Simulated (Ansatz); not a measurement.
# singlet Si2NH5F+ at 6 levels

We compute a comparison of 6 runs (HF/STO-3G, PBE0/6-31G*, SVWN5/6-31G*, B3LYP/6-31G*, RPA@PBE0/6-31G*, MP2/6-31G*) of singlet Si2NH5F+. 

Program for the calculation: Ansatz 0.2.0.

74 further runs of the same task are left out: 74 set aside as unsound or not needed.

## (1) The molecule

The species is Si2NH5F+ (9 atoms), meant as a singlet with charge +1. SMILES of the parent species: `F[SiH2]N[SiH2]`. The shape is that of a PBE0-D4/def2-TZVP optimisation. This is one conformer, not always the lowest. That shape belongs to the parent species and isn't relaxed for this state.

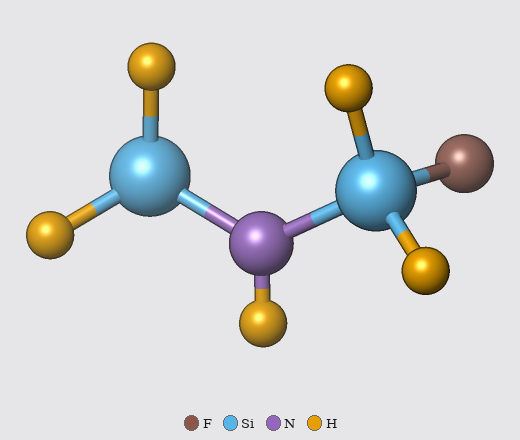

The structure, seen from a chosen angle (fluorine brown, silicon blue, nitrogen purple, hydrogen amber).

## (2) A single-point energy at HF/STO-3G (run 1)

File in.yaml:

```yaml
basis:
  gaussian:
    orbitals: STO-3G
crystal:
  periodic: [false, false, false]
  atoms:
    - {symbol: F, position_ang: [-1.778200, 1.208900, -1.181800]}
    - {symbol: Si, position_ang: [-0.288000, 1.123600, -0.604900]}
    - {symbol: N, position_ang: [0.241500, -0.491400, -0.403000]}
    - {symbol: Si, position_ang: [0.023600, -1.533600, 0.967900]}
    - {symbol: H, position_ang: [0.576300, 1.799100, -1.598800]}
    - {symbol: H, position_ang: [-0.302800, 1.779800, 0.718800]}
    - {symbol: H, position_ang: [0.600400, -0.942200, -1.234500]}
    - {symbol: H, position_ang: [-0.246300, -0.650000, 2.136200]}
    - {symbol: H, position_ang: [1.261800, -2.340700, 1.182700]}
total_charge: 1
hamiltonian:
  xc: hf
accuracy: high
output: {orbitals: {seedname: orbitals}}
```

Started as:

```console
$ ansatz run in.yaml --threads 1 --pin off --max-ram 3480MiB --events-out events.jsonl --progress --plain --runs-dir runs
```

The program printed:

```text
Warning: RAYON_NUM_THREADS=1 ignored (pool sized by the plan → 1); use --threads N
Functional definition: HF
  name "HF"
  exchange = exact_x
  correlation = 0
661 factors; integrals over basis functions are off by at most 2.4e-8 eV
mean field evaluation 1: about -19743.5534 eV, gradient 3.0e1 eV
mean field evaluation 2: about -19743.6134 eV, gradient 3.0e1 eV
mean field evaluation 4: about -19747.7549 eV, gradient 3.4e0 eV
mean field evaluation 8: about -19747.8145 eV, gradient 9.6e-5 eV
mean field -19747.81029527 eV, -725.7186428046 hartree, gradient 1.9e-8 eV, S^2 0.000000; 0 other end points of the search recorded, 0 dependent functions left out
reference -19747.81029527 eV, -725.7186428046 hartree; 24, 24 occupied and 9, 9 virtual orbitals, 661 factors
Total energy: -19747.81029527 eV, -725.7186428046 hartree
```

Run time: 0.3 s. Hardware: 1 thread of Arm Neoverse V2, shared host.

## (3) A single-point energy at PBE0/6-31G(d) (spherical functions) (run 2)

File run.yaml:

```yaml
crystal:
  periodic: [false, false, false]
  atoms:
    - {symbol: F, position_ang: [-1.778200, 1.208900, -1.181800]}
    - {symbol: Si, position_ang: [-0.288000, 1.123600, -0.604900]}
    - {symbol: N, position_ang: [0.241500, -0.491400, -0.403000]}
    - {symbol: Si, position_ang: [0.023600, -1.533600, 0.967900]}
    - {symbol: H, position_ang: [0.576300, 1.799100, -1.598800]}
    - {symbol: H, position_ang: [-0.302800, 1.779800, 0.718800]}
    - {symbol: H, position_ang: [0.600400, -0.942200, -1.234500]}
    - {symbol: H, position_ang: [-0.246300, -0.650000, 2.136200]}
    - {symbol: H, position_ang: [1.261800, -2.340700, 1.182700]}
basis:
  gaussian:
    orbitals: 6-31G_st_-spherical.json
total_charge: 1
hamiltonian:
  xc: {name: PBE0}
accuracy: high
output:
  orbitals: {seedname: orbitals}
```

The basis set 6-31G* is read from a file made from the Basis Set Exchange's data (not shown).

Started as:

```console
$ ansatz run run.yaml --threads 1 --pin off --max-ram 3480MiB --events-out events.jsonl --progress --plain --runs-dir runs
```

The program printed:

```text
Warning: RAYON_NUM_THREADS=1 ignored (pool sized by the plan → 1); use --threads N
Functional definition: PBE0
  name "PBE0"
  parameter a = 0.25
  parameter kappa = 0.804
  parameter beta = 0.06672455060314922
  exchange = (1 - a)*pbe_x(kappa = kappa, mu = beta*pi^2/3) + a*exact_x
  correlation = pbe_c(beta = beta)
1685 factors; integrals over basis functions are off by at most 3.8e-9 eV
mean field evaluation 1: about -20010.1920 eV, gradient 8.6e1 eV
mean field evaluation 2: about -19959.3593 eV, gradient 1.6e2 eV
mean field evaluation 4: about -20024.2027 eV, gradient 1.1e1 eV
mean field evaluation 8: about -20024.7294 eV, gradient 1.2e0 eV
mean field evaluation 16: about -20024.7335 eV, gradient 9.8e-5 eV
mean field -20024.73350950 eV, -735.8953832223 hartree, gradient 3.7e-8 eV, S^2 0.000000; 0 other end points of the search recorded, 0 dependent functions left out
reference -20024.73351247 eV, -735.8953833314 hartree; 24, 24 occupied and 50, 50 virtual orbitals, 1685 factors
Total energy: -20024.73351247 eV, -735.8953833314 hartree
```

Run time: 7.5 s. Hardware: 1 thread of Arm Neoverse V2, shared host; peak memory 0.24 GiB.

Runs 3 to 5 aren't shown in full; the table further down has their settings and results.

## (4) The energy at MP2/6-31G(d) (spherical functions) (run 6)

Edit in.yaml of step 2 so:

```diff
@@ -1,4 +1 @@
-basis:
-  gaussian:
-    orbitals: STO-3G
 crystal:
@@ -15,6 +12,9 @@
     - {symbol: H, position_ang: [1.261800, -2.340700, 1.182700]}
+basis:
+  gaussian:
+    orbitals: 6-31G_st_-spherical.json
+accuracy: high
+correlation:
+  method: mp2
+  frozen_orbitals: {F: 1, H: 0, "N": 1, Si: 5}
 total_charge: 1
-hamiltonian:
-  xc: hf
-accuracy: high
-output: {orbitals: {seedname: orbitals}}
```

The basis set 6-31G* is read from a file made from the Basis Set Exchange's data (not shown).

Started as:

```console
$ ansatz run in.yaml --threads 1 --pin off --max-ram 3480MiB --events-out events.jsonl --progress --plain --runs-dir runs
```

The program printed:

```text
Warning: RAYON_NUM_THREADS=1 ignored (pool sized by the plan → 1); use --threads N
[... 4 set-up lines as earlier in the session ...]
1685 factors; integrals over basis functions are off by at most 3.8e-9 eV
mean field evaluation 1: about -19977.3083 eV, gradient 5.8e1 eV
mean field evaluation 2: about -19977.4358 eV, gradient 5.8e1 eV
mean field evaluation 4: about -19984.3397 eV, gradient 3.4e0 eV
mean field evaluation 8: about -19984.3969 eV, gradient 3.2e-1 eV
mean field -19984.39752807 eV, -734.4130632455 hartree, gradient 8.4e-8 eV, S^2 0.000000; 0 other end points of the search recorded, 0 dependent functions left out
12 core orbitals not correlated: weight in the atoms' cores, before any rotation towards them, 1.000 or more for the frozen orbitals, at most 0.000 for the correlated occupied ones
reference -19984.39752807 eV, -734.4130632455 hartree; 12, 12 occupied and 50, 50 virtual orbitals, 1685 factors
second order -13.21251396 eV of doubles, -0.00000000 eV of singles
Total energy: -19997.61004203 eV, -734.8986141778 hartree
```

It took 2.3 s on 1 thread of Arm Neoverse V2, shared host; peak memory 0.18 GiB.

## (5) All runs side by side

```csv
run,level,Cartesian functions,frozen core orbitals,energy (Eh),HOMO energy (eV),LUMO energy (eV),HOMO–LUMO gap (eV),wall time
1,HF/STO-3G,no,–,-725.718643,-14.92,-3.88,11.04,0.3 s
2,PBE0/6-31G* (spherical functions),no,–,-735.895383,-13.89,-10.00,3.89,7.5 s
3,SVWN5/6-31G* (spherical functions),no,–,-732.869496,-12.50,-10.82,1.67,3.9 s
4,B3LYP/6-31G* (Cartesian functions),yes,–,-736.351092,-13.67,-10.19,3.48,8.1 s
5,RPA@PBE0/6-31G* (spherical functions),no,12,-735.104617,–,–,–,12 s
6,MP2/6-31G* (spherical functions),no,12,-734.898614,–,–,–,2.3 s
```

## (6) What came out

| quantity | value |
| --- | --- |
| run 6: total energy | -734.89861 Eh |
| run 6: correlation energy (12 core orbitals frozen) | -485.6 mEh |

In words: Over runs 1, 2, 3, 4 the HOMO–LUMO gap runs from 1.67 eV (SVWN5/6-31G*) to 11.04 eV (HF/STO-3G). The two ends differ in method and basis. Totals of different functionals can't be ranked against each other. In run 1 the basis is minimal, so the values are rough. All runs together took 34 s, the longest 12 s.
